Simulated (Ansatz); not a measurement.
**A hypothetical structure for Ti2GeB**

Starting from a made-up structure for Ti2GeB, the aim is the relaxed cell, its shortest contacts and, where a second run follows, its electronic structure.

Calculated with Ansatz 0.2.0; DFT, PBE, plane-wave PAW, files of the set soft_1, scalar-relativistic, no spin, cell and ions relaxed at zero pressure; PAW set soft_1, in the first sound run; inputs show where later runs differ.

**1. The structure**

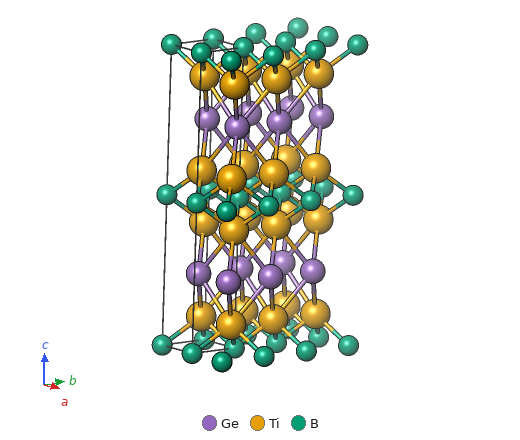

The cell as given, slightly off an axis (germanium purple, titanium orange, boron teal). 2×3×1 cells are drawn. Bonds to atoms that aren't drawn are left out. Some periodic images of atoms are drawn too.

**2. Relaxation of the guess**

The guess takes its coordinates from another compound and its volume from a rule, so the cell and any free coordinates are relaxed together.

input.yaml

```yaml
crystal:
  lattice:
    - [3.019, 0.0, 0.0]
    - [-1.5095, 2.614530694, 0.0]
    - [0.0, 0.0, 12.615]
  atoms:
    - { symbol: Ge, position: [0.333333333, 0.666666667, 0.75] }
    - { symbol: Ge, position: [0.666666667, 0.333333333, 0.25] }
    - { symbol: Ti, position: [0.666666667, 0.333333333, 0.9072] }
    - { symbol: Ti, position: [0.333333333, 0.666666667, 0.0928] }
    - { symbol: Ti, position: [0.333333333, 0.666666667, 0.4072] }
    - { symbol: Ti, position: [0.666666667, 0.333333333, 0.5928] }
    - { symbol: B, position: [0.0, 0.0, 0.0] }
    - { symbol: B, position: [0.0, 0.0, 0.5] }
kpoints:
  mp_grid: { grid: [10, 10, 2] }
scf:
  occupations: { method: fermi_dirac, width: 0.05 }
hamiltonian:
  xc: pbe
  pseudopotentials: { kind: paw, azcp: { folder: soft_1 } }
relax:
  f_tol: 0.015
  max_steps: 70
  cell: {}
output:
  forces: true
  stress: true
```

Command:

```console
$ ansatz run input.yaml --threads 4 --pin off --max-ram 10240MiB --backend cpu --events-out ev --progress --plain --runs-dir out
```

Numbers of over 12 decimals in the logs are rounded to 6 here.

Log:

```text
Engine: ansatz 0.2.0, x86_64-unknown-linux-gnu
Pseudopotentials: kind: paw
Pseudopotential: Ge, paw, valence charge 14, recommended cutoff 420 eV (normal), soft_1/Ge.paw.azcp
Pseudopotential: Ti, paw, valence charge 12, recommended cutoff 420 eV (normal), soft_1/Ti.paw.azcp
Pseudopotential: B, paw, valence charge 3, recommended cutoff 420 eV (normal), soft_1/B.paw.azcp
Functional definition: PBE
  parameter kappa = 0.804
  parameter beta = 0.066725
  exchange = pbe_x(kappa = kappa, mu = beta*pi^2/3)
  correlation = pbe_c(beta = beta)
Crystal: 8 atoms, lattice volume = 99.574 Å³
Basis set: ecut = 420 eV, 1891 PW (Γ), exchange–correlation on 48×48×180 points (8 copies of the dense FFT grid, shifted against one another)
Bands: 50, of which v1, the nominal top of the filled ones, is band 41 counted from 1 (40 counted from 0)
Symmetry: 24 space group operations
Space group: P63/mmc (ITA 194), of the structure as read, at distance tolerance 4.6e-5 Å
k-points: 28 of 200
Non-local potential: Ge, projectors of the file, l = 0: 2, l = 1: 2, l = 2: 3, l = 3: 1
Non-local potential: Ti, projectors of the file, l = 0: 3, l = 1: 2, l = 2: 3, l = 3: 1
Non-local potential: B, projectors of the file, l = 0: 2, l = 1: 2, l = 2: 1
PAW form: soft (Blöchl's): semilocal exchange-correlation on the pseudo side does not see the compensation charge
PAW one-centre angular grid: Ge, 590 points (default); XC on 64 Gauss nodes
PAW one-centre angular grid: Ti, 590 points (default); XC on 64 Gauss nodes
PAW one-centre angular grid: B, 110 points (default); XC on 64 Gauss nodes
Initial density: superposition of atomic densities (chi_scale 0.1, normalization cell, long waves kept (reshape's long-wave potential 0.07 eV rms))
Initial wavefunctions: pseudopotential atomic-orbital guess
Functional: x = pbe(κ = 0.804, μ = 0.219515), c = pbe(β = 0.066725)
SCF iter   1: F=—  HF=-18916.709536 eV  |F-HF|=—  |Δ(HF+E_count)|=         —  Δρ=1.22e-1  dr2=6.99e1  ethr=3.10e-3  ⟨swp⟩=5.7  Hψ=4323  notcnv=0  defer=3
preconditioner: auto → Kerker (q_TF=auto, 2.641 Å⁻¹)  [metal: Δε(μ)=0.049 eV  Ē_g=12.036 eV  σ=0.050 eV  W_gap=0.23  n_scr=40 (ndim 8)  ℏωp=26.3 eV  f_vac=0.000  D(μ)=4.03/eV (n_scr^D=40)]
SCF iter   2: F=—  HF=-18908.711015 eV  |F-HF|=—  |Δ(HF+E_count)|=    8.00e0  Δρ=6.55e-2  dr2=2.80e1  ethr=3.10e-3  ⟨swp⟩=3.0  Hψ=2677  notcnv=0  defer=59
SCF iter   3: F=—  HF=-18904.193260 eV  |F-HF|=—  |Δ(HF+E_count)|=    4.52e0  Δρ=1.92e-2  dr2=1.69e0  ethr=3.10e-3  ⟨swp⟩=3.6  Hψ=2765  notcnv=0  defer=60
SCF iter   4: F=—  HF=-18903.834262 eV  |F-HF|=—  |Δ(HF+E_count)|=   3.59e-1  Δρ=7.59e-3  dr2=9.66e-2  ethr=2.06e-3  ⟨swp⟩=3.1  Hψ=2604  notcnv=0  defer=60
SCF iter   5: F=—  HF=-18903.786797 eV  |F-HF|=—  |Δ(HF+E_count)|=   4.75e-2  Δρ=3.17e-3  dr2=1.71e-2  ethr=1.18e-4  ⟨swp⟩=2.4  Hψ=2261  notcnv=0  defer=60
SCF iter   6: F=—  HF=-18903.782928 eV  |F-HF|=—  |Δ(HF+E_count)|=   3.87e-3  Δρ=9.48e-4  dr2=1.07e-3  ethr=2.09e-5  ⟨swp⟩=2.0  Hψ=1951  notcnv=0  defer=60
SCF iter   7: F=—  HF=-18903.782670 eV  |F-HF|=—  |Δ(HF+E_count)|=   2.59e-4  Δρ=2.61e-4  dr2=6.65e-5  ethr=1.31e-6  ⟨swp⟩=2.5  Hψ=2089  notcnv=0  defer=60
SCF iter   8: F=—  HF=-18903.782691 eV  |F-HF|=—  |Δ(HF+E_count)|=   2.19e-5  Δρ=5.01e-5  dr2=3.15e-6  ethr=8.10e-8  ⟨swp⟩=2.0  Hψ=2094  notcnv=0  defer=60
SCF iter   9: F=—  HF=-18903.782691 eV  |F-HF|=—  |Δ(HF+E_count)|=   6.10e-7  Δρ=1.52e-5  dr2=2.03e-7  ethr=3.84e-9  ⟨swp⟩=2.0  Hψ=2037  notcnv=0  defer=60
SCF iter  10: F=-18903.782691 eV  HF=-18903.782691 eV  |F-HF|=9.75e-9  |Δ(HF+E_count)|=   2.82e-8  Δρ=3.96e-6  dr2=1.48e-8  ethr=1.22e-10  ⟨swp⟩=4.0  Hψ=4144  notcnv=0
SCF 1 converged in 10 iterations: F = -18903.782691 eV  dr2 = 1.48e-8
  greatest PAW one-centre occupation: 0.999 electrons in one spin orbital (limit 2), on the Ti atom at site 5 (counted from 0), in its partial waves of l = 0
relax step   1: F+E_penalty+E_count = -18903.78269084 eV  Δ(F+E_penalty+E_count) = +0.000e0 eV  max|allowed force component| = 7.145e-1 eV/Å  Δτ_max = 0.0000 Å  P = +27.798 GPa  Ω = 99.574 Å³  (10 SCF iters, dr2 threshold 1.00e-7 eV, accepted)
Crystal: 8 atoms, lattice volume = 113.725 Å³
Basis set: ecut = 420 eV, 2191 PW (Γ), exchange–correlation on 48×48×180 points (8 copies of the dense FFT grid, shifted against one another)
Initial density: handed on by an earlier stage of this run
Initial wavefunctions: those handed on with the density
iter 1 solved again at ethr=2.32e-3 eV; its pass at ethr=3.10e-3 eV (dr2=1.90e0 eV) is discarded
SCF iter   1: F=—  HF=-18905.258421 eV  |F-HF|=—  |Δ(HF+E_count)|=         —  Δρ=1.84e-2  dr2=1.94e0  ethr=2.32e-3  ⟨swp⟩=1.3  Hψ=6852  notcnv=0
preconditioner: auto → Kerker (q_TF=auto, 2.584 Å⁻¹)  [metal: Δε(μ)=0.063 eV  Ē_g=5.042 eV  σ=0.050 eV  W_gap=0.30  n_scr=40 (ndim 8)  ℏωp=19.1 eV  f_vac=0.000  D(μ)=2.63/eV (n_scr^D=8)]
SCF iter   2: F=—  HF=-18905.062934 eV  |F-HF|=—  |Δ(HF+E_count)|=   1.95e-1  Δρ=1.00e-2  dr2=7.51e-1  ethr=2.32e-3  ⟨swp⟩=1.8  Hψ=1484  notcnv=0
SCF iter   3: F=—  HF=-18904.954469 eV  |F-HF|=—  |Δ(HF+E_count)|=   1.08e-1  Δρ=3.51e-3  dr2=5.07e-2  ethr=9.16e-4  ⟨swp⟩=2.9  Hψ=2072  notcnv=0  defer=43
SCF iter   4: F=—  HF=-18904.942624 eV  |F-HF|=—  |Δ(HF+E_count)|=   1.18e-2  Δρ=1.32e-3  dr2=4.32e-3  ethr=6.19e-5  ⟨swp⟩=2.1  Hψ=2324  notcnv=0  defer=60
SCF iter   5: F=—  HF=-18904.941328 eV  |F-HF|=—  |Δ(HF+E_count)|=   1.30e-3  Δρ=6.40e-4  dr2=1.01e-3  ethr=5.27e-6  ⟨swp⟩=2.1  Hψ=2075  notcnv=0  defer=60
SCF iter   6: F=—  HF=-18904.941133 eV  |F-HF|=—  |Δ(HF+E_count)|=   1.95e-4  Δρ=1.87e-4  dr2=5.22e-5  ethr=1.24e-6  ⟨swp⟩=2.0  Hψ=1745  notcnv=0  defer=60
SCF iter   7: F=—  HF=-18904.941134 eV  |F-HF|=—  |Δ(HF+E_count)|=   1.41e-6  Δρ=4.32e-5  dr2=3.21e-6  ethr=6.37e-8  ⟨swp⟩=2.0  Hψ=2075  notcnv=0  defer=60
SCF iter   8: F=-18904.941134 eV  HF=-18904.941134 eV  |F-HF|=1.28e-7  |Δ(HF+E_count)|=   4.90e-7  Δρ=7.02e-6  dr2=1.11e-7  ethr=9.76e-10  ⟨swp⟩=4.0  Hψ=4499  notcnv=0
SCF 2 converged in 8 iterations: F = -18904.941134 eV  dr2 = 1.11e-7
relax step   2: F+E_penalty+E_count = -18904.94113360 eV  Δ(F+E_penalty+E_count) = -1.158e0 eV  max|allowed force component| = 5.351e-1 eV/Å  Δτ_max = 0.0328 Å  P = +3.274 GPa  Ω = 113.725 Å³  energy of the carried Pulay correction = -7.718e-3 eV  (8 SCF iters, dr2 threshold 8.00e-7 eV, accepted)
Crystal: 8 atoms, lattice volume = 115.291 Å³
Basis set: ecut = 420 eV, 2217 PW (Γ), exchange–correlation on 48×48×180 points (8 copies of the dense FFT grid, shifted against one another)
iter 1 solved again at ethr=3.09e-4 eV; its pass at ethr=3.10e-3 eV (dr2=2.54e-1 eV) is discarded
SCF iter   1: F=—  HF=-18905.015095 eV  |F-HF|=—  |Δ(HF+E_count)|=         —  Δρ=6.57e-3  dr2=2.50e-1  ethr=3.09e-4  ⟨swp⟩=1.8  Hψ=6724  notcnv=0
preconditioner: auto → Kerker (q_TF=auto, 2.578 Å⁻¹)  [metal: Δε(μ)=0.124 eV  Ē_g=13.446 eV  σ=0.050 eV  W_gap=0.45  n_scr=40 (ndim 8)  ℏωp=24.5 eV  f_vac=0.000  D(μ)=2.42/eV (n_scr^D=8)]
SCF iter   2: F=—  HF=-18904.989916 eV  |F-HF|=—  |Δ(HF+E_count)|=   2.52e-2  Δρ=3.64e-3  dr2=9.79e-2  ethr=3.05e-4  ⟨swp⟩=1.7  Hψ=1464  notcnv=0
SCF iter   3: F=—  HF=-18904.975154 eV  |F-HF|=—  |Δ(HF+E_count)|=   1.48e-2  Δρ=1.15e-3  dr2=5.51e-3  ethr=1.19e-4  ⟨swp⟩=2.5  Hψ=1953  notcnv=0
SCF iter   4: F=—  HF=-18904.974045 eV  |F-HF|=—  |Δ(HF+E_count)|=   1.11e-3  Δρ=4.77e-4  dr2=5.55e-4  ethr=6.72e-6  ⟨swp⟩=2.0  Hψ=2198  notcnv=0
SCF iter   5: F=—  HF=-18904.973804 eV  |F-HF|=—  |Δ(HF+E_count)|=   2.41e-4  Δρ=2.14e-4  dr2=9.86e-5  ethr=6.77e-7  ⟨swp⟩=2.0  Hψ=2079  notcnv=0
SCF iter   6: F=—  HF=-18904.973779 eV  |F-HF|=—  |Δ(HF+E_count)|=   2.54e-5  Δρ=6.84e-5  dr2=5.85e-6  ethr=1.20e-7  ⟨swp⟩=2.0  Hψ=2069  notcnv=0
SCF iter   7: F=-18904.973778 eV  HF=-18904.973778 eV  |F-HF|=2.16e-7  |Δ(HF+E_count)|=   1.25e-6  Δρ=1.31e-5  dr2=2.62e-7  ethr=9.76e-10  ⟨swp⟩=4.0  Hψ=4826  notcnv=0
SCF 3 converged in 7 iterations: F = -18904.973778 eV  dr2 = 2.62e-7
relax step   3: F+E_penalty+E_count = -18904.97377750 eV  Δ(F+E_penalty+E_count) = -3.264e-2 eV  max|allowed force component| = 3.373e-2 eV/Å  Δτ_max = 0.0196 Å  P = +0.277 GPa  Ω = 115.291 Å³  energy of the carried Pulay correction = -8.510e-3 eV  (7 SCF iters, dr2 threshold 8.00e-7 eV, accepted)
Crystal: 8 atoms, lattice volume = 115.640 Å³
Basis set: ecut = 420 eV, 2265 PW (Γ), exchange–correlation on 48×48×180 points (8 copies of the dense FFT grid, shifted against one another)
iter 1 solved again at ethr=7.06e-7 eV; its pass at ethr=3.10e-3 eV (dr2=5.79e-4 eV) is discarded
SCF iter   1: F=—  HF=-18904.984243 eV  |F-HF|=—  |Δ(HF+E_count)|=         —  Δρ=8.00e-4  dr2=5.92e-4  ethr=7.06e-7  ⟨swp⟩=2.6  Hψ=7401  notcnv=0
preconditioner: auto → Kerker (q_TF=auto, 2.576 Å⁻¹)  [metal: Δε(μ)=0.129 eV  Ē_g=13.356 eV  σ=0.050 eV  W_gap=0.49  n_scr=40 (ndim 8)  ℏωp=24.4 eV  f_vac=0.000  D(μ)=2.30/eV (n_scr^D=6)]
SCF iter   2: F=—  HF=-18904.984088 eV  |F-HF|=—  |Δ(HF+E_count)|=   1.55e-4  Δρ=4.57e-4  dr2=2.24e-4  ethr=7.06e-7  ⟨swp⟩=1.0  Hψ=1401  notcnv=0
SCF iter   3: F=—  HF=-18904.984027 eV  |F-HF|=—  |Δ(HF+E_count)|=   6.11e-5  Δρ=5.92e-5  dr2=4.80e-6  ethr=2.73e-7  ⟨swp⟩=2.0  Hψ=1766  notcnv=0
SCF iter   4: F=—  HF=-18904.984027 eV  |F-HF|=—  |Δ(HF+E_count)|=   8.87e-7  Δρ=2.67e-5  dr2=7.98e-7  ethr=5.85e-9  ⟨swp⟩=2.0  Hψ=2084  notcnv=0
iter 5 did not close the SCF: its close was put off for the readings that it lacked (scf_convergence_deferred on its scf_iter line)
SCF iter   5: F=-18904.984026 eV  HF=-18904.984026 eV  |F-HF|=7.45e-8  |Δ(HF+E_count)|=   6.49e-7  Δρ=1.17e-5  dr2=2.03e-7  ethr=9.73e-10  ⟨swp⟩=2.0  Hψ=2029  notcnv=0
SCF iter   6: F=-18904.984026 eV  HF=-18904.984026 eV  |F-HF|=5.10e-9  |Δ(HF+E_count)|=   3.22e-8  Δρ=3.04e-6  dr2=1.36e-8  ethr=2.48e-10  ⟨swp⟩=1.9  Hψ=4057  notcnv=0
SCF 4 converged in 6 iterations: F = -18904.984026 eV  dr2 = 1.36e-8
relax step   4: F+E_penalty+E_count = -18904.98402587 eV  Δ(F+E_penalty+E_count) = -1.025e-2 eV  max|allowed force component| = 2.831e-2 eV/Å  Δτ_max = 0.0005 Å  P = +0.009 GPa  Ω = 115.640 Å³  energy of the carried Pulay correction = -8.685e-3 eV  (6 SCF iters, dr2 threshold 8.00e-7 eV, accepted)
Crystal: 8 atoms, lattice volume = 115.639 Å³
Basis set: ecut = 420 eV, 2289 PW (Γ), exchange–correlation on 48×48×180 points (8 copies of the dense FFT grid, shifted against one another)
iter 1 solved again at ethr=3.76e-7 eV; its pass at ethr=3.10e-3 eV (dr2=3.09e-4 eV) is discarded
SCF iter   1: F=—  HF=-18904.984421 eV  |F-HF|=—  |Δ(HF+E_count)|=         —  Δρ=3.11e-4  dr2=3.12e-4  ethr=3.76e-7  ⟨swp⟩=2.4  Hψ=6080  notcnv=0
preconditioner: auto → Resta (q_TF=auto, 2.576 Å⁻¹)  ε∞=4.3  [insulator: Δε(μ)=0.143 eV  Ē_g=13.357 eV  σ=0.050 eV  W_gap=0.53  n_scr=40 (ndim 8)  ℏωp=24.4 eV  f_vac=0.000  D(μ)=2.32/eV (n_scr^D=8)  ε∞_Penn≈4.3]
SCF iter   2: F=—  HF=-18904.984372 eV  |F-HF|=—  |Δ(HF+E_count)|=   4.90e-5  Δρ=1.35e-4  dr2=2.56e-5  ethr=3.76e-7  ⟨swp⟩=2.0  Hψ=1703  notcnv=0
SCF iter   3: F=—  HF=-18904.984321 eV  |F-HF|=—  |Δ(HF+E_count)|=   5.14e-5  Δρ=3.52e-5  dr2=9.52e-7  ethr=3.12e-8  ⟨swp⟩=2.0  Hψ=1687  notcnv=0
SCF iter   4: F=—  HF=-18904.984321 eV  |F-HF|=—  |Δ(HF+E_count)|=   5.42e-8  Δρ=1.28e-5  dr2=1.44e-7  ethr=1.16e-9  ⟨swp⟩=2.0  Hψ=2086  notcnv=0
iter 5 did not close the SCF: its close was put off for the readings that it lacked (scf_convergence_deferred on its scf_iter line)
SCF iter   5: F=-18904.984321 eV  HF=-18904.984321 eV  |F-HF|=1.34e-8  |Δ(HF+E_count)|=   1.32e-8  Δρ=3.04e-6  dr2=1.06e-8  ethr=1.76e-10  ⟨swp⟩=2.0  Hψ=2026  notcnv=0
SCF iter   6: F=-18904.984321 eV  HF=-18904.984321 eV  |F-HF|=4.77e-10  |Δ(HF+E_count)|=   5.28e-9  Δρ=1.41e-6  dr2=1.80e-9  ethr=1.30e-11  ⟨swp⟩=2.0  Hψ=4060  notcnv=0
SCF 5 converged in 6 iterations: F = -18904.984321 eV  dr2 = 1.80e-9
relax step   5: F+E_penalty+E_count = -18904.98432086 eV  Δ(F+E_penalty+E_count) = -2.950e-4 eV  max|allowed force component| = 1.058e-2 eV/Å  Δτ_max = 0.0016 Å  P = -0.024 GPa  Ω = 115.639 Å³  energy of the carried Pulay correction = -8.684e-3 eV  (6 SCF iters, dr2 threshold 1.04e-7 eV, accepted)
Initial wavefunctions: pseudopotential atomic-orbital guess (no wavefunctions were taken with the density)
iter 1 solved again at ethr=9.68e-8 eV; its pass at ethr=3.10e-3 eV (dr2=7.94e-5 eV) is discarded
SCF iter   1: F=—  HF=-18904.993766 eV  |F-HF|=—  |Δ(HF+E_count)|=         —  Δρ=3.78e-4  dr2=1.21e-5  ethr=9.68e-8  ⟨swp⟩=3.0  Hψ=7770  notcnv=0
preconditioner: auto → Resta (q_TF=auto, 2.576 Å⁻¹)  ε∞=4.3  [insulator: Δε(μ)=0.141 eV  Ē_g=13.355 eV  σ=0.050 eV  W_gap=0.52  n_scr=40 (ndim 8)  ℏωp=24.4 eV  f_vac=0.000  D(μ)=2.31/eV (n_scr^D=6)  ε∞_Penn≈4.3]
SCF iter   2: F=—  HF=-18904.993970 eV  |F-HF|=—  |Δ(HF+E_count)|=   2.04e-4  Δρ=1.98e-4  dr2=4.37e-6  ethr=1.47e-8  ⟨swp⟩=2.0  Hψ=2303  notcnv=0
SCF iter   3: F=—  HF=-18904.994058 eV  |F-HF|=—  |Δ(HF+E_count)|=   8.83e-5  Δρ=4.35e-5  dr2=2.55e-7  ethr=5.33e-9  ⟨swp⟩=2.0  Hψ=1795  notcnv=0
SCF iter   4: F=—  HF=-18904.994062 eV  |F-HF|=—  |Δ(HF+E_count)|=   3.70e-6  Δρ=3.79e-6  dr2=1.35e-8  ethr=3.11e-10  ⟨swp⟩=2.4  Hψ=2349  notcnv=0
SCF iter   5: F=—  HF=-18904.994062 eV  |F-HF|=—  |Δ(HF+E_count)|=   9.80e-9  Δρ=1.31e-6  dr2=7.63e-10  ethr=1.65e-11  ⟨swp⟩=2.0  Hψ=2096  notcnv=0
SCF iter   6: F=-18904.994062 eV  HF=-18904.994062 eV  |F-HF|=4.73e-11  |Δ(HF+E_count)|=  3.38e-10  Δρ=2.68e-7  dr2=6.42e-11  ethr=1.00e-12  ⟨swp⟩=4.0  Hψ=4501  notcnv=0
SCF 6 converged in 6 iterations: F = -18904.994062 eV  dr2 = 6.42e-11
relax step   6: F+E_penalty+E_count = -18904.99406192 eV  Δ(F+E_penalty+E_count) = -9.741e-3 eV  max|allowed force component| = 1.073e-2 eV/Å  Δτ_max = 0.0000 Å  P = +0.017 GPa  Ω = 115.639 Å³  stress off target by 2.93e-2 GPa  SCF on the basis re-selected at this cell (its energy is not comparable with the rows above)  (6 SCF iters)
basis re-selected at this cell: Δ(F+E_penalty+E_count) = -9.741e-3 eV, ΔP = +0.041 GPa vs the last step (what re-selecting the basis moved, of the pressure what is left beyond the Pulay correction that the steps carried, after the strain that the cell walked since its last selection, with what the two solves' SCF thresholds leave and, on support functions, any second-order correction that the steps lacked; it is no m [...]
SCF converged after 6 iterations
Free energy (F): -18904.994062 eV
Harris-Foulkes:  -18904.994062 eV  (|F-HF|=4.73e-11)
Internal energy: -18904.974597 eV  (E = F + TS)
E sigma→0 (E₀):  -18904.984329 eV
Entropy (-TS):   -0.019465 eV (-2.433 meV/atom)
Fermi energy:    12.212071 eV
--- Per-component energies (eV) ---
  E_band       = -805.841417
  E_kinetic    = 1403.368947
  E_local      = -7362.333745  (includes V_loc(G=0)·N_el)
  E_nonlocal   = 690.768526
  E_hartree    = 3263.951440
  E_xc         = -675.948154
  E_vxc        = -792.444487  (∫ρ·V_xc dr)
  E_paw        = -8346.149383  (= ΣΔE_a)
  E_vpaw       = -1273.103492  (= ΣTr[D̂ρ^β])
  E_aug_tail   = -0.000264  (compensation charges beyond the density's cutoff)
  E_ewald      = -7878.631963
  E_smearing   = -0.019465  (= −TS)
  E_closure    = 0.000000  (closes the sum)
  Σ components = -18904.994062   (vs F -18904.994062, Δ=0.00e0)
--- Forces (eV/Å), atoms counted from 1 ---
  atom   1  Ge     0.00000000     0.00000000     0.00000000
  atom   2  Ge     0.00000000    -0.00000000     0.00000000
  atom   3  Ti     0.00000000    -0.00000000    -0.01073423
  atom   4  Ti    -0.00000000     0.00000000     0.01073423
  atom   5  Ti    -0.00000000     0.00000000    -0.01073423
  atom   6  Ti     0.00000000    -0.00000000     0.01073423
  atom   7  B     -0.00000000     0.00000000     0.00000000
  atom   8  B      0.00000000     0.00000000     0.00000000
  max |Σ_I F_I| component: 3.70e-17 eV/Å
--- Stress (GPa, compression-positive) ---
        0.029321       0.000000       0.000000
       -0.000000       0.029321       0.000000
        0.000000       0.000000      -0.006573
  P = ⅓ Tr σ = 0.0174 GPa (0.174 kbar)
--- Relaxed structure (5 steps of the walk, 5 accepted, 1 SCFs on fresh bases) ---
  F+E_penalty+E_count = -18904.99406192 eV   max|allowed force component| = 1.073e-2 eV/Å   (the final SCF, on the basis selected at the relaxed cell)
  cell:  # Å, volume = 115.6388 Å³
    - [3.180898, 0.0, 0.0]
    - [-1.590449, 2.754738, 0.0]
    - [0.0, 0.0, 13.196950]
  atoms:
    - { symbol: Ge, position: [0.333333, 0.666667, 0.750000] }
    - { symbol: Ge, position: [0.666667, 0.333333, 0.250000] }
    - { symbol: Ti, position: [0.666667, 0.333333, 0.908153] }
    - { symbol: Ti, position: [0.333333, 0.666667, 0.091847] }
    - { symbol: Ti, position: [0.333333, 0.666667, 0.408153] }
    - { symbol: Ti, position: [0.666667, 0.333333, 0.591847] }
    - { symbol: B, position: [0, 0, -1.3321548690864302e-19] }
    - { symbol: B, position: [0, 0, 0.500000] }
```

Elapsed: 12 s, on 4 threads of Intel Xeon at 2.60GHz (Ice Lake), shared host; peak memory 0.63 GiB.

The steps of the relaxation:

```tsv
step	energy less that of the first step (eV)	largest force component (eV/Å)	pressure (GPa)	volume (Å³)
1	0.0000	0.7145	27.80	99.57
2	-1.1584	0.5351	3.27	113.73
3	-1.1911	0.0337	0.28	115.29
4	-1.2013	0.0283	0.01	115.64
5	-1.2016	0.0106	-0.02	115.64
6*	-1.2114	0.0107	0.02	115.64
```

Relaxation steps marked * repeat the geometry before them on a plane-wave basis chosen anew for their cell, so energy and pressure can jump there.

The run keeps the 24 symmetry operations that it works with, so distortions that break them were not tested.

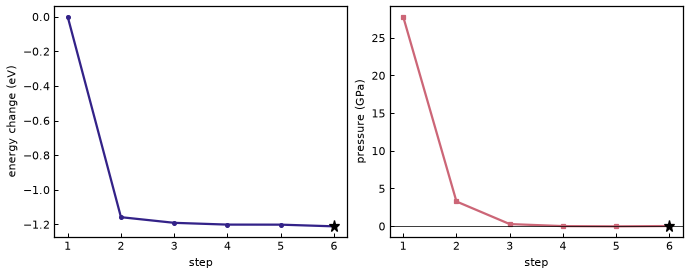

Energy and pressure along the relaxation. Stars mark steps on a basis chosen anew.

```tsv
conventional cell, symmetrised	before	after	change
a (Å)	3.019	3.181	+5.4 %
b (Å)	3.019	3.181	+5.4 %
c (Å)	12.615	13.197	+4.6 %
volume (Å³/atom)	12.45	14.45	+16.1 %
```

The atoms that moved most (Å, as changes of fractional coordinates times the final cell):

```tsv
atom	dx	dy	dz	length
Ti6	0.000	0.000	-0.013	0.013
Ti4	0.000	0.000	-0.013	0.013
Ti5	0.000	0.000	0.013	0.013
Ti3	0.000	0.000	0.013	0.013
```

Final coordinates:

```cif
data_structure
_symmetry_space_group_name_H-M 'P 1'
_symmetry_Int_Tables_number 1
_cell_length_a 3.1809
_cell_length_b 3.1809
_cell_length_c 13.1969
_cell_angle_alpha 90.000
_cell_angle_beta 90.000
_cell_angle_gamma 120.000
_cell_volume 115.64
loop_
_atom_site_label
_atom_site_type_symbol
_atom_site_fract_x
_atom_site_fract_y
_atom_site_fract_z
_atom_site_occupancy
Ge1 Ge 0.33333 0.66667 0.75000 1
Ge2 Ge 0.66667 0.33333 0.25000 1
Ti3 Ti 0.66667 0.33333 0.90815 1
Ti4 Ti 0.33333 0.66667 0.09185 1
Ti5 Ti 0.33333 0.66667 0.40815 1
Ti6 Ti 0.66667 0.33333 0.59185 1
B7 B 0.00000 0.00000 0.00000 1
B8 B 0.00000 0.00000 0.50000 1
```

Numbers from this step:

```yaml
free_energy: -18904.9941 eV
energy_at_zero_smearing: -18904.9843 eV
smearing_term_ts: 0.01946 eV
fermi_energy: 12.21 eV
electrons: 82
symmetry_operations: 24
pressure: 0.01736 GPa
```

Shortest distances by pair of elements, guess and relaxed (not always the same contact):

```tsv
pair	guess (Å)	relaxed (Å)
B–Ti	2.100	2.200
Ge–Ti	2.640	2.780
Ti–Ti	2.919	3.041
Ge–Ge	3.019	3.181
B–B	3.019	3.181
```

The relaxation ends with a largest force component of 0.011 eV/Å and a pressure of 0.02 GPa.

[end of part 1 of 2]

[Logs are printed without paths, hosts, clocks, repeated set-up lines and the standing remarks that a program may print on its own settings, such as how far it seeks lower states.]

[Hosts, paths, dates, database ids (printed as entryN), source tags and the programs' standing remarks are cut or masked in the printed files.]
